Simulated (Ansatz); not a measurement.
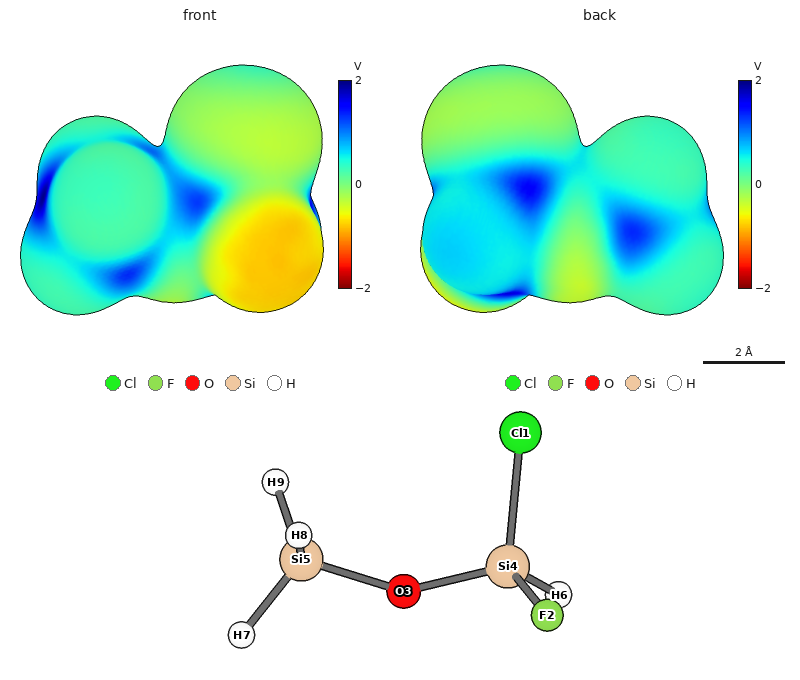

The picture shows: ClFH$_{4}$OSi$_{2}$. The electrostatic potential painted on the density surface at 0.002 e/bohr³, seen from the front and from behind; red is negative and blue positive. The bare structure is drawn below in the same view.

Geometry: B3LYP-D3(BJ)/def2-SVP.

Computed with isolated molecule in a Gaussian basis; Kohn-Sham density functional theory, functional PBE0 in Ansatz.

The calculation's input:

```
crystal:
  periodic: [false, false, false]
  atoms:
    - {symbol: Cl, position_ang: [0.507079, -0.156191, 0.329878]}
    - {symbol: F, position_ang: [-0.366587, -2.540933, -1.208607]}
    - {symbol: O, position_ang: [2.214073, -1.970312, -1.382985]}
    - {symbol: Si, position_ang: [0.929154, -2.043487, -0.383631]}
    - {symbol: Si, position_ang: [3.053543, -0.959535, -2.424930]}
    - {symbol: H, position_ang: [1.172988, -2.980497, 0.721016]}
    - {symbol: H, position_ang: [3.943746, -1.814566, -3.250253]}
    - {symbol: H, position_ang: [2.097998, -0.220896, -3.294641]}
    - {symbol: H, position_ang: [3.861107, 0.005105, -1.630856]}
basis:
  gaussian:
    orbitals: def2-TZVPD
hamiltonian:
  xc: pbe0
output: {forces: true, orbitals: {seedname: orbitals}}
```

Run with:

```sh
ansatz run input.yaml --threads 2 --pin off --max-ram 4350MiB --events-out events.jsonl --progress --plain --runs-dir runs
```

Question: Describe the electrostatic potential map.

Answer: The most negative region (about −0.8 V, or −18 kcal/mol for a unit charge) lies over F2, the most positive (about +1.6 V, or +37 kcal/mol for a unit charge) over Si4 and Si5. Cl1 shows a σ-hole: about +0.3 V, or +7 kcal/mol for a unit charge at the tip opposite its bond, against about −0.1 V on its flanks.
